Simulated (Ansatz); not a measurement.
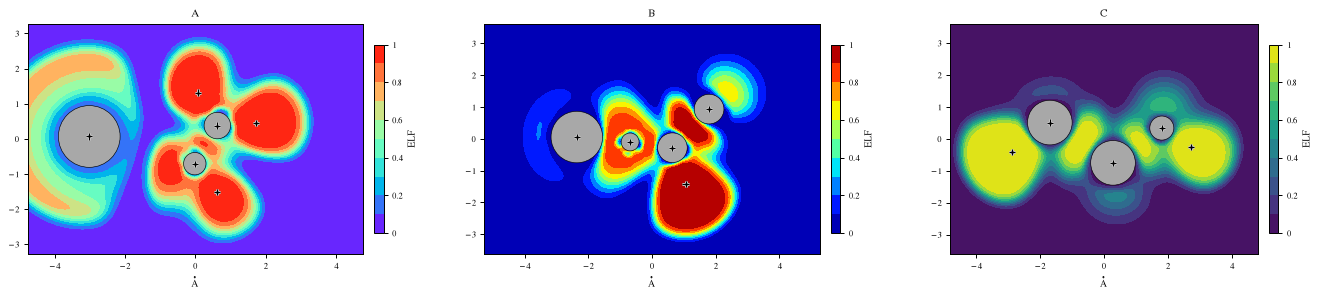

The ELF of 3 systems, each on a plane through atoms (crosses mark nuclei in the plane; grey discs cover the cores).

Computed with RKS PBE0-D4/def2-TZVPP (Ansatz).

System 1: AlB₂H₅O, the plane of atoms B1, B2 and O3. Geometry: PBE0-D4/def2-TZVP.

```yaml
atoms:
  - { symbol: B, position_ang: [-1.0052, 1.7697, -0.1125] }
  - { symbol: B, position_ang: [0.3812, 0.8484, 0.0681] }
  - { symbol: O, position_ang: [0.4406, -0.4919, 0.0473] }
  - { symbol: Al, position_ang: [0.5861, -2.1682, 0.0373] }
  - { symbol: H, position_ang: [-1.3644, 2.1785, -1.1826] }
  - { symbol: H, position_ang: [-1.6554, 2.1339, 0.8287] }
  - { symbol: H, position_ang: [1.4236, 1.4573, 0.2327] }
  - { symbol: H, position_ang: [0.8434, -2.8611, -1.3555] }
  - { symbol: H, position_ang: [0.4386, -2.9128, 1.4195] }
```

System 2: CH₃NZn, the molecular plane. Geometry: PBE0-D4/def2-TZVP; at this geometry the atoms fall into two loosely joined parts.

```json
{"atom": "C", "x (Å)": "-0.4869", "y (Å)": "0.0200", "z (Å)": "-0.5492"}
{"atom": "N", "x (Å)": "-0.1718", "y (Å)": "0.0822", "z (Å)": "0.6694"}
{"atom": "Zn", "x (Å)": "2.8864", "y (Å)": "-0.4183", "z (Å)": "0.7975"}
{"atom": "H", "x (Å)": "-1.5003", "y (Å)": "0.1592", "z (Å)": "-0.9400"}
{"atom": "H", "x (Å)": "0.2954", "y (Å)": "-0.1865", "z (Å)": "-1.2830"}
{"atom": "H", "x (Å)": "-0.9807", "y (Å)": "0.2793", "z (Å)": "1.2589"}
```

System 3: CH₈OSi₂ (SMILES C[SiH2][SiH2]O), the plane of atoms C1, Si2 and Si3. Geometry: PBE0-D4/def2-TZVP.

```csv
atom,x (Å),y (Å),z (Å)
C,-0.5237,1.7952,0.3381
Si,-0.2976,0.3832,-0.8781
Si,0.9303,-1.3889,0.0498
O,0.1728,-2.0448,1.3712
H,0.4429,2.2160,0.6235
H,-1.0198,1.4450,1.2459
H,-1.1291,2.5933,-0.0968
H,0.3992,0.8599,-2.1084
H,-1.6318,-0.1379,-1.3025
H,1.1802,-2.4272,-0.9945
H,2.2447,-0.9155,0.5568
H,-0.6911,-2.4337,1.2289
```

**Match each panel to its system.**

Panel A is system 2, CH₃NZn: the plane holds C, N, Zn and H. Zn3···N2 (3.10 Å): the ELF dips to about 0.05 between them. Panel B is system 1, AlB₂H₅O: the plane holds B, O, Al and H. B–O (1.34 Å): the ELF peaks at about 0.85 between the atoms, as expected for a polar covalent bond. Panel C is system 3, CH₈OSi₂: the plane holds C, Si and H. C–Si (1.88 Å): the ELF peaks at about 0.95 between the atoms; a shared electron pair.
